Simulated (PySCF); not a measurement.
```xyz
18

C     3.0448   -0.7099   -0.0416
C     2.6659    0.6024   -0.7002
S     1.2626    1.4176    0.1649
B    -0.1483    0.5012   -0.3775
C    -1.5094    0.9182    0.2065
C    -2.6986    0.3536   -0.0263
C    -3.0088   -0.8097   -0.9009
Cl   -4.1155    0.9869    0.7634
H     2.2190   -1.4169   -0.0881
H     3.9040   -1.1441   -0.5491
H     3.3008   -0.5472    1.0026
H     3.4884    1.3143   -0.6488
H     2.3779    0.4597   -1.7404
H     0.0078   -0.3655   -1.1476
H    -1.5080    1.7595    0.8912
H    -3.3593   -1.6457   -0.2956
H    -2.1281   -1.1156   -1.4550
H    -3.8042   -0.5523   -1.5989
```

Geometry: GFN2-xTB.

Theory: PySCF, PBE0/pcSseg-1, SCF density, gas phase, non-relativistic.

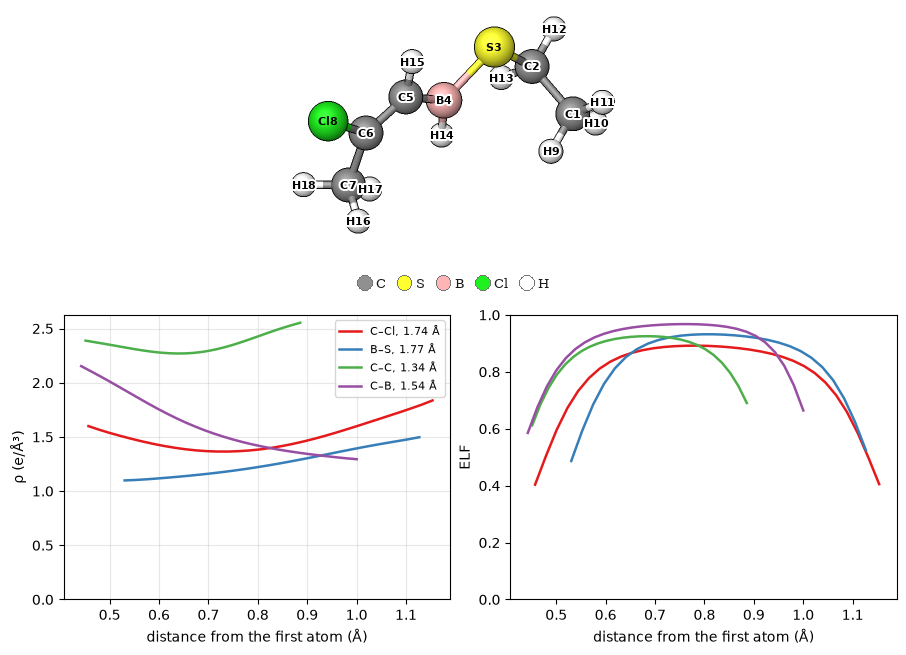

C5H10BClS. Total electron density and electron localisation function along straight lines between neighbouring atoms. The curves leave out the atomic cores. The structure is drawn too.

Question: What can be read from the curves?

Answer: C–Cl (1.74 Å): ρ at the midpoint is about 1.4 e/Å³; the ELF peaks at about 0.90 between the atoms (a covalent bond).
B–S (1.77 Å): ρ at the midpoint is about 1.3 e/Å³; the ELF peaks at about 0.95 between the atoms; a covalent bond.
C–C (1.34 Å): the density is about 2.3 e/Å³ at the midpoint; the ELF peaks at about 0.95 between the atoms: a multiple bond.
C–B (1.54 Å): ρ is about 1.5 e/Å³ halfway; the ELF peaks at about 0.95 between the atoms, as expected for a covalent bond.
